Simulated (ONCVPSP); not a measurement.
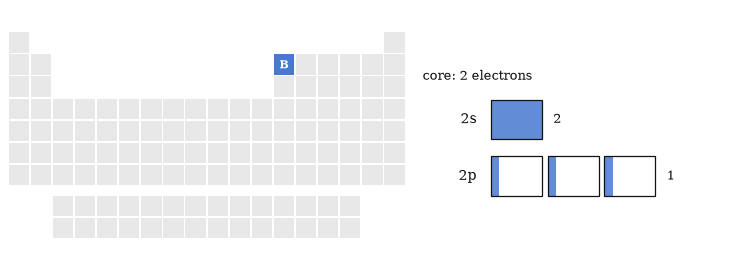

**Figure 1.** Left, the place of boron in the periodic table; right, the valence shells of the reference configuration: a box for each of the 2l + 1 orbitals, shaded by the share of the shell that is filled, with the electron count at the right.

## Run report: B, pseudopotential generation

- system: boron (B, Z = 5), core [He], reference valence 2s2 2p1, valence charge 3.
- method: ONCV potential, BLYP, scalar-relativistic, made with ONCVPSP 4.0.1

Results in brief:

- outcome: generated
- cutoffs needed: 34 Ha and 45 Ha (the cutoffs at which the residual kinetic energy of the hardest occupied pseudo-wave falls to 1 and 0.1 mHa per electron)
- ghost test: no bound ghost flagged; no localised positive-energy state flagged
- largest excitation error: +159 meV (all-electron minus pseudo) for 2s1 2p0, out of 4 test configurations
- rms error of d²Exc/dni dnj: 3.03 mHa without and 2.81 mHa with the model core
- range over which the phases arctan(r R′/R) at the test radius agree within 0.05 rad (a looser test near the poles than one of phase shifts): s: up to about 4.6 Ha; p: over the whole range computed; d: up to about 4.2 Ha; f: not judged, local potential alone
- hardware: 1 CPU thread, shared host
- wall time: 2.2 s

The input:
```
# ATOM AND REFERENCE CONFIGURATION
# atsym  z   nc   nv     iexc    psfile
  B 5.00    1    2  -106131      upf
#
#   n    l    f
    1    0    2.00
    2    0    2.00
    2    1    1.00
#
# PSEUDOPOTENTIAL AND OPTIMIZATION
# lmax
    2
#
#   l,   rc,      ep,       ncon, nbas, qcut
    0    1.25    0.00    4    8    6.30
    1    2.00    0.00    5    8    3.70
    2    2.10    0.05    3    7    5.00
#
# LOCAL POTENTIAL
# lloc, lpopt,  rc(5),   dvloc0
    0    5    1.25    0.00
#
# VANDERBILT-KLEINMAN-BYLANDER PROJECTORs
# l, nproj, debl
    0    0    3.00
    1    2    3.00
    2    2    2.40
#
# MODEL CORE CHARGE
# icmod, fcfact, rcfact
    3    3.75    1.35
#
# LOG DERIVATIVE ANALYSIS
# epsh1, epsh2, depsh
   -2.00    5.00    0.02
#
# OUTPUT GRID
# rlmax, drl
    6.00    0.01
#
# TEST CONFIGURATIONS
# ncnf
    4
# nvcnf
#   n    l    f
    2
    2    0    2.00
    2    1    0.00
#
    2
    2    0    1.00
    2    1    0.00
#
    2
    2    0    2.00
    2    1    0.50
#
    2
    2    0    1.00
    2    1    2.00
#
```

Command:
```bash
oncvpsp.x < B.dat > B.out
```

Output (extracts):
```
ONCVPSP  (Optimized Norm-Conservinng Vanderbilt PSeudopotential)
scalar-relativistic version 4.0.1

#   n    l    f        energy (Ha)
    1    0    2.00    -6.6537850E+00
    2    0    2.00    -3.4182388E-01
    2    1    1.00    -1.2997583E-01

Reference configufation results
  iterations    30
  all-electron total energy (Ha)   -2.46446934D+01

Begin loop to  construct optimized pseudo wave functions
and semi-local pseudopoentials for all angular momenta

Calculating optimized projector #   1

 for l=   0

    Fraction of norm inside rc  0.209323
    Optimizing pswf for qcut=   6.29 a_B^-1,  ecut=  19.80 Ha
    Residual kinetic energy error=  1.47D-05 Ha

    Energy error per electron        Cutoff
         Ha          eV             Ha
         0.01000     0.27211        7.71
         0.00100     0.02721       12.88
         0.00010     0.00272       16.83
         0.00001     0.00027       20.74

   Wellstate for l =  1  n =  5
     eigenvalue =   2.8700
     asymptotic potential =   3.3700
     half-point radius =  4.2062

Calculating optimized projector #   1

 for l=   1

    Fraction of norm inside rc  0.486463
    Optimizing pswf for qcut=   3.69 a_B^-1,  ecut=   6.82 Ha
    Residual kinetic energy error=  1.19D-02 Ha

    Energy error per electron        Cutoff
         Ha          eV             Ha
         0.01000     0.27211        7.16
         0.00100     0.02721       33.71
         0.00010     0.00272       45.40
         0.00001     0.00027       51.44

Calculating optimized projector #   2

 for l=   1

    Fraction of norm inside rc  0.164593
    Optimizing pswf for qcut=   3.69 a_B^-1,  ecut=   6.82 Ha
    Residual kinetic energy error=  1.36D-01 Ha

    Energy error per electron        Cutoff
         Ha          eV             Ha
         0.01000     0.27211       12.49
         0.00100     0.02721       45.40
         0.00010     0.00272       59.40
         0.00001     0.00027       66.99

   Wellstate for l =  2  n =  3
     eigenvalue =   0.0500
     asymptotic potential =   0.5500
     half-point radius = 29.3217

   Wellstate for l =  2  n =  5
     eigenvalue =   2.4500
     asymptotic potential =   2.9500
     half-point radius =  4.2935

Calculating optimized projector #   1

 for l=   2

    Fraction of norm inside rc  0.000830
    Optimizing pswf for qcut=   4.99 a_B^-1,  ecut=  12.47 Ha
    Residual kinetic energy error=  6.27D-09 Ha

    Energy error per electron        Cutoff
         Ha          eV             Ha
         0.01000     0.27211        0.12
         0.00100     0.02721        0.45
         0.00010     0.00272        1.59
         0.00001     0.00027        3.98

Calculating optimized projector #   2

 for l=   2

    Fraction of norm inside rc  0.184413
    Optimizing pswf for qcut=   4.99 a_B^-1,  ecut=  12.47 Ha
    Residual kinetic energy error=  2.88D-04 Ha

    Energy error per electron        Cutoff
         Ha          eV             Ha
         0.01000     0.27211        7.28
         0.00100     0.02721       10.92
         0.00010     0.00272       14.62
         0.00001     0.00027       49.98

Construct Vanderbilt / Kleinmman-Bylander projectors

B matrix Hermiticity error, ll=   1
   1   2    1.6825E-05

  Orthonormal projector coefficients -4.3823E+00 -1.4335E+00

B matrix Hermiticity error, ll=   2
   1   2   -2.2868E-06

  Orthonormal projector coefficients -1.4302E+00 -3.2236E-01

Model core correction analysis
  based on d2Exc/dn_idn_j

d2excae - all-electron derivatives

   -4.657260D-02   -3.861029D-02
   -3.861446D-02   -3.515396D-02

d2excps - pseudofunction derivatives with no core correction

   -4.804784D-02   -4.195298D-02
   -4.195709D-02   -3.864436D-02

rms 2nd derivative error    3.029272E-03

rmatch, rhocmatch    0.7391    0.9383

Teter function model core charge with specified parameters

d2excps - pseudofunction derivatives with core correction

   -4.785301D-02   -4.172652D-02
   -4.173071D-02   -3.838619D-02

rms 2nd derivative error    2.806629E-03

Pseudoatom total energy   -2.597425

Diagnostic tests using Vanderbilt-Kleinman-Bylander pseudopotentials
  1 or more projectors used as specified by nproj input data

   l    rcore       rmatch      e in        delta e   norm test  slope test

   0   1.2512710   1.2892623  -0.3418239  -0.0000018   1.0000009   0.9999934

   1   2.0072055   2.0681486  -0.1299758  -0.0000005   1.0000029   1.0000092
   1   2.0072055   2.0681486   2.8700242   0.0000267   1.0000258   1.0000258

   2   2.1055991   2.1695296   0.0500000  -0.0000124   1.0000070   1.0000070
   2   2.1055991   2.1695296   2.4500000  -0.0000003   1.0001288   1.0001288

 Testing for bound ghosts
   n   l    E NL Schr. Eq   E Basis Diag.   E Cutoff

   2   1       -0.129976       -0.122394     74.83

 Testing for highly-localized positive-energy ghosts
       l    <radius>/rc     E Basis Diag.   E Cutoff

Test configuration 0

   n   l     f        eae           eps        diff
   1   0  2.0000   -6.65378498
   2   0  2.0000   -0.34182388   -0.34182564   -1.76D-06
   2   1  1.0000   -0.12997583   -0.12997635   -5.25D-07

    Total energies and differences
      AE_ref= -2.46446934D+01  AE_tst= -2.46446934D+01  dif=  0.00D+00
      PS_ref= -2.59742515D+00  PS_tst= -2.59742515D+00  dif=  2.22D-15
      PSP excitation error= -2.22D-15

Test configuration 1

   n   l     f        eae           eps        diff
   1   0  2.0000   -7.13521103
   2   0  2.0000   -0.71307659   -0.71066444    2.41D-03

    Total energies and differences
      AE_ref= -2.46446934D+01  AE_tst= -2.43443568D+01  dif=  3.00D-01
      PS_ref= -2.59742515D+00  PS_tst= -2.29839720D+00  dif=  2.99D-01
      PSP excitation error=  1.31D-03

Test configuration 2

   n   l     f        eae           eps        diff
   1   0  2.0000   -7.77992760
   2   0  1.0000   -1.15612355   -1.14849711    7.63D-03

    Total energies and differences
      AE_ref= -2.46446934D+01  AE_tst= -2.34127629D+01  dif=  1.23D+00
      PS_ref= -2.59742515D+00  PS_tst= -1.37134979D+00  dif=  1.23D+00
      PSP excitation error=  5.86D-03

Test configuration 3

   n   l     f        eae           eps        diff
   1   0  2.0000   -6.86952544
   2   0  2.0000   -0.51444458   -0.51395498    4.90D-04
   2   1  0.5000   -0.29540379   -0.29445248    9.51D-04

    Total energies and differences
      AE_ref= -2.46446934D+01  AE_tst= -2.45397064D+01  dif=  1.05D-01
      PS_ref= -2.59742515D+00  PS_tst= -2.49261328D+00  dif=  1.05D-01
      PSP excitation error=  1.75D-04

Test configuration 4

   n   l     f        eae           eps        diff
   1   0  2.0000   -6.69312877
   2   0  1.0000   -0.35888434   -0.35919979   -3.15D-04
   2   1  2.0000   -0.14573194   -0.14611782   -3.86D-04

    Total energies and differences
      AE_ref= -2.46446934D+01  AE_tst= -2.44321642D+01  dif=  2.13D-01
      PS_ref= -2.59742515D+00  PS_tst= -2.38491459D+00  dif=  2.13D-01
      PSP excitation error=  1.87D-05
```

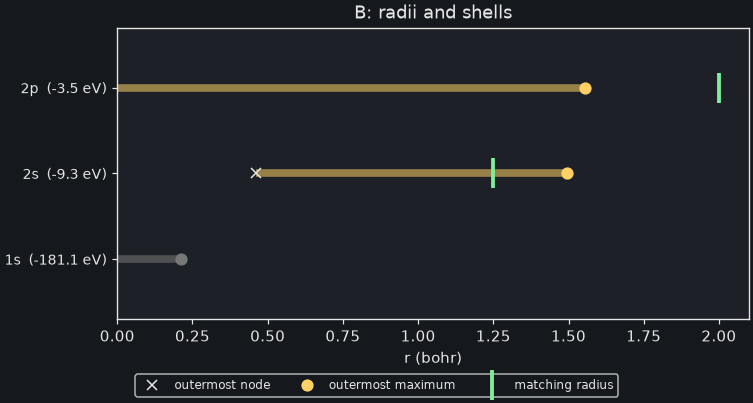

**Figure 2.** Outer shells of the all-electron reference atom: each bar runs from the outermost node (or the nucleus) to the outermost maximum of u(r); the tick is the radius chosen for the pseudo-wave. Shells without a tick have no pseudo-wave of their own. Levels, nodes and maxima are from ld1.x, scalar-relativistic.

- Radii against the shells: 2s: 1.25 bohr, between node and maximum; 2p: 2.00 bohr, outside the maximum.

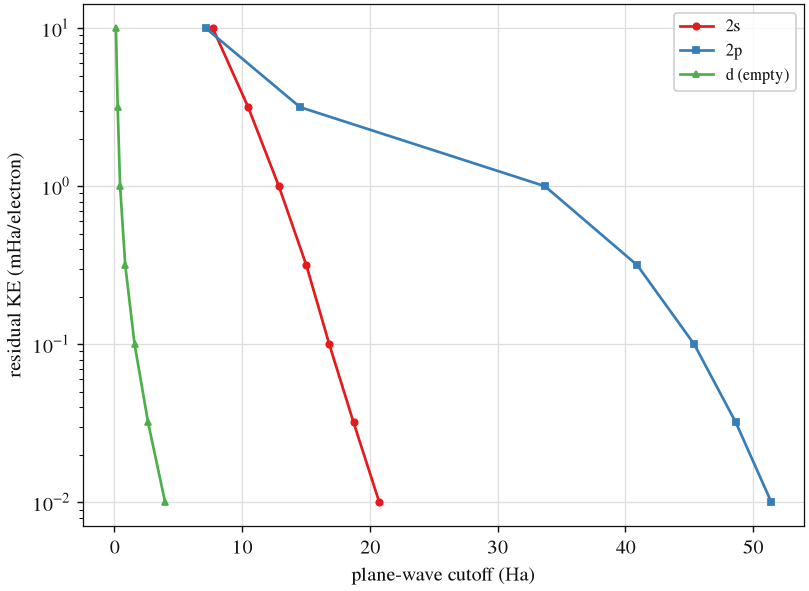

**Figure 3.** Residual kinetic energy of the pseudo-waves (the first of each channel, and further valence shells) beyond the plane-wave cutoff, as the generator prints it.

- Hardest wave at 1 mHa per electron: 2p, with rc = 2.00 bohr and qcut = 3.7 1/bohr. The optimisation minimises, but can't always remove, the kinetic energy above qcut²/2 = 6.8 Ha, and a larger rc would as a rule soften the wave at some cost in transferability.
- Cutoffs for the occupied states: 34 Ha for 1 mHa and 45 Ha for 0.1 mHa per electron. The first is set by 2p.
- Cutoffs for 1 mHa per electron: 2p: 34 Ha; 2s: 13 Ha; d (empty): 0.5 Ha.

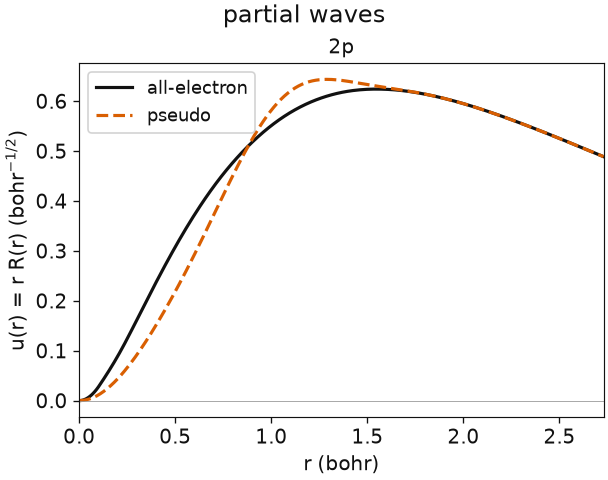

**Figure 4.** Partial waves u(r) = r R(r), all-electron (solid) and pseudo (dashed). Reference configuration 2s2 2p1.

- Matching radii: 2p at 2.00 bohr. The curves merge smoothly, so the plot gives these only roughly.
- Nodes of the pseudo-waves: 2p has no node.
- Cutoffs needed: 34 Ha (loose) and 45 Ha (tight), as the cutoffs at which the residual kinetic energy of the hardest occupied pseudo-wave falls to 1 and 0.1 mHa per electron.
